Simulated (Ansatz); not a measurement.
The calculation's input:

```
crystal:
  lattice:
    - [5.0289849723, 0.0, 0.0]
    - [-2.5144924862, 4.3552287413, 0.0]
    - [0.0, 0.0, 2.8705079361]
  atoms:
    - { symbol: Sc, position: [0.3333333333, 0.6666666667, 0.5] }
    - { symbol: Sc, position: [0.6666666667, 0.3333333333, 0.5] }
    - { symbol: Ta, position: [0.0, 0.0, 0.0] }
basis:
  ecutwfc: 420
kpoints:
  mp_grid: { grid: [12, 12, 16] }
hamiltonian:
  xc: pbe
scf:
  occupations: { method: gaussian, width: 0.1 }
output:
  forces: true
  stress: true
  eigenvalues: true
  write_density: true
  write_potential: true
  elf: true
  volumetric_format: npy
relax:
  adjacent_minimum: "off"
  f_tol: 0.01
  max_steps: 80
  cell: { stress_tol: 0.05 }
```

Command:

```sh
ansatz run input.yaml --threads 1 --pin off --max-ram 2560MiB --backend cpu --events-out ev --progress --plain --runs-dir out
```

Below, planes, directions and counts refer to the conventional cell (a = 4.96 Å, b = 4.96 Å, c = 2.95 Å, α = 90.00°, β = 90.00°, γ = 120.00°).

The fields are those of the relaxed geometry.

Space group P6/mmm; a structure generated by program, which may or may not match a known phase; computed without spin polarisation.

Method: DFT PBE, scalar-relativistic, plane waves, PAW in Ansatz.

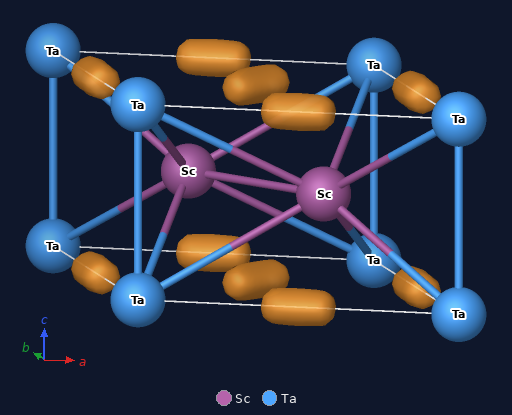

Sc2Ta. Isosurface of the electron localisation function at 0.7 (orange), seen slightly off an axis. Core shells and regions of very low density are left out. Sticks mark near contacts.

Core electrons are frozen (PAW), and the valence fields are smoothed inside the atomic spheres.

**Where are the electrons localised?**

At this value the surface marks out three pockets between the atoms, centred on no nucleus (multi-centre or interstitial), counted in one cell of 3 atoms. Any copies at cell faces, edges or corners count once. Along the contacts the grid gives the following. Sc–Sc (2.86 Å): the ELF is about 0.05 at the midpoint; no shared electron pair shows on this line. Ta–Ta (2.95 Å): the ELF is about 0.35 at the midpoint.
